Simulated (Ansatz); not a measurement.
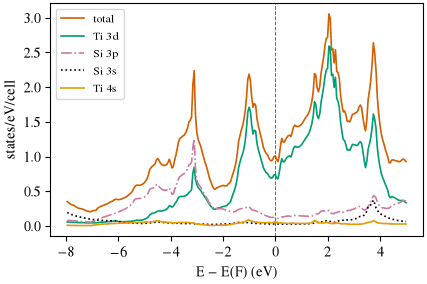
Fig. 1. Total and projected density of states of TiSi in space group Cmmm (No. 65; Ti on 2b, Si on 2d), r²SCAN in the plane-wave PAW code Ansatz

**Question.** Which orbitals carry the states next to the Fermi level?

**Answer.** Within 0.5 eV of the Fermi level: Ti 3d 75 %, Si 3p 12 %, outside the projected shells 6 %. Projections are on Löwdin-orthogonalised atomic valence shells; empty p or d shells of many metals are not among them.

**Question.** Where is the tallest occupied peak in this window, and what makes it?

**Answer.** Near -3.1 eV, about 2.2 states/eV per cell; the largest projected share is Si 3p.

The first step of the workflow began from a Materials Project structure, measured or hypothetical; the Crystallography Open Database copy checked does not list it. COD files the formula under space group No. 25, so this cell is another polymorph or a model. Its standing as an ambient phase is unchecked. Symmetry was held in the r²SCAN relaxation; of distortions, only those at the zone centre were tested. The run is not spin-polarised.

Potentials: the earlier of the program's two PAW sets.
